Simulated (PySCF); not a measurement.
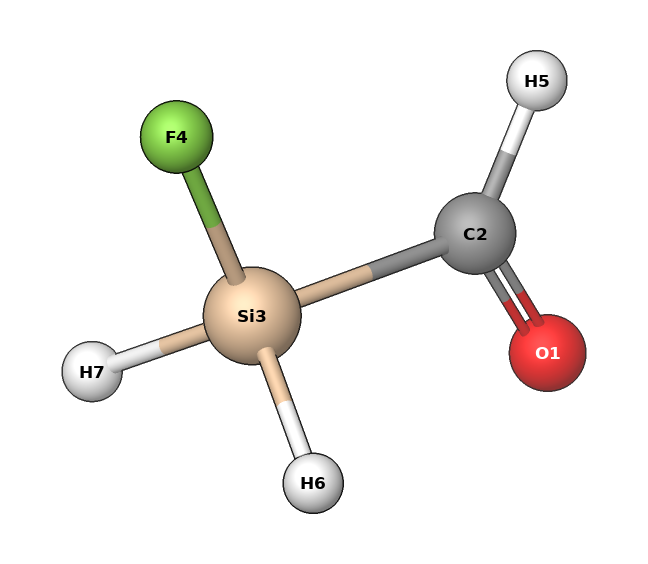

The atoms are numbered. The geometry was computed by an optimisation with PBE0-D3(BJ)/def2-SVP. No frequency run is at hand to confirm it as a minimum.

Describe the coordination of atom 3.

Answer. Si3 has 4 neighbours (C2 at 1.92, F4 at 1.63, H6 at 1.49, H7 at 1.49 Å); the arrangement is tetrahedral.

How are the neighbours of atom 2 arranged?

Answer. C2 has 3 neighbours (O1 at 1.21, Si3 at 1.92, H5 at 1.13 Å); the arrangement is trigonal planar.

What is the dihedral angle O1–C2–Si3–F4?

Answer. 179° in size, that is anti.
